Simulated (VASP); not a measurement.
Here is the system:

```yaml
crystal:
  lattice:
    - [4.43113, 0.00000, 0.00000]
    - [0.00000, 4.43113, 0.00000]
    - [0.00000, 0.00000, 2.87496]
  atoms:
    - { symbol: Mn, position: [0.00000, 0.00000, 0.00000], spin: 2.5 }
    - { symbol: Mn, position: [0.50000, 0.50000, 0.50000], spin: -2.5 }
    - { symbol: O, position: [0.30426, 0.30426, 0.00000] }
    - { symbol: O, position: [0.80426, 0.19574, 0.50000] }
    - { symbol: O, position: [0.19574, 0.80426, 0.50000] }
    - { symbol: O, position: [0.69574, 0.69574, 0.00000] }
```

Level of theory: PBE GGA, VASP's PBE PAW potentials (set 64) (plane waves; VASP). Settings: 520 eV cut-off, 8×8×12 Γ-centred mesh, tetrahedra with Blöchl corrections, potentials Mn_pv O.

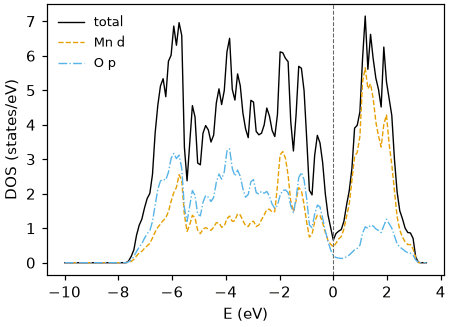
*Total and projected density of states, zero at the Fermi level*

Within 2 eV below the Fermi level the largest weight inside VASP's projection spheres is Mn d, then O p.

It has no gap at this level: it comes out as a metal or semimetal.

The compound is MnO2 in the rutile structure. It was relaxed first.
